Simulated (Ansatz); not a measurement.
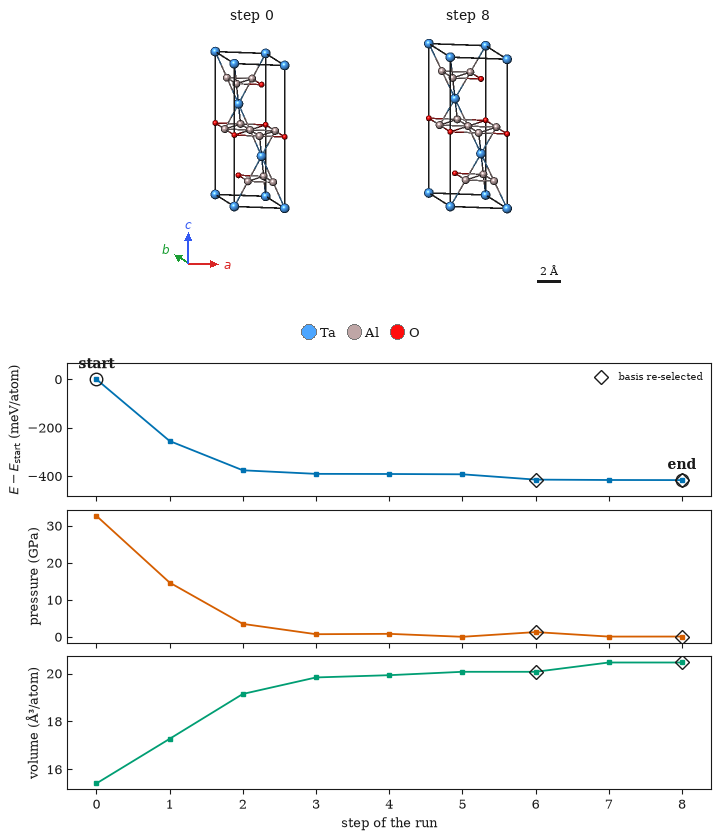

First and last geometry of a relaxation of solid TaAl$_{3}$O (a generated structure, set up in R-3m) (coarse preliminary run), with the history of the run. The picture is a ball-and-stick view of the conventional cell (3 times the calculation's cell), seen slightly off an axis. Lengths and directions refer to the drawn axes.

Computed with DFT PBE, scalar-relativistic, plane waves, PAW in Ansatz 0.2.0. Set-up: plane-wave cutoff 420 eV; k-point mesh 6 × 6 × 6; occupations gaussian; smearing width 0.1 eV; no spin polarisation; cell and atoms relaxed; force threshold 0.04 eV/Å; at most 70 steps.

### Did the run converge, and what did it change?

It converged. The energy falls by 416 meV per atom in 6 accepted moves (8 points after the start). All forces vanish by symmetry, so only the cell relaxes. The pressure goes from 32.70 to 0.11 GPa. At 2 points the geometry stayed and the basis and grid were re-selected for the new cell (energy shift of 22.0 meV per atom at most each time). No atom moves by more than 0.005 Å relative to the cell. The volume changes by +32.7 %, with a = b 4.513 → 5.086 Å (+12.7 %), c 13.111 → 13.703 Å (+4.5 %). Near-neighbour distances that change, for instance: Al–O 2.256 → 2.543 Å, Al–Al 2.256 → 2.543 Å, Al–Ta 2.544 → 2.715 Å. Among the angles between lasting bonds that change: Al–Ta–Al 127.3° → 124.2°. The space group stays R-3m (No. 166). The run took 36 s on 1 thread of Arm Neoverse V1, with other jobs on the host, peak memory 0.4 GiB.
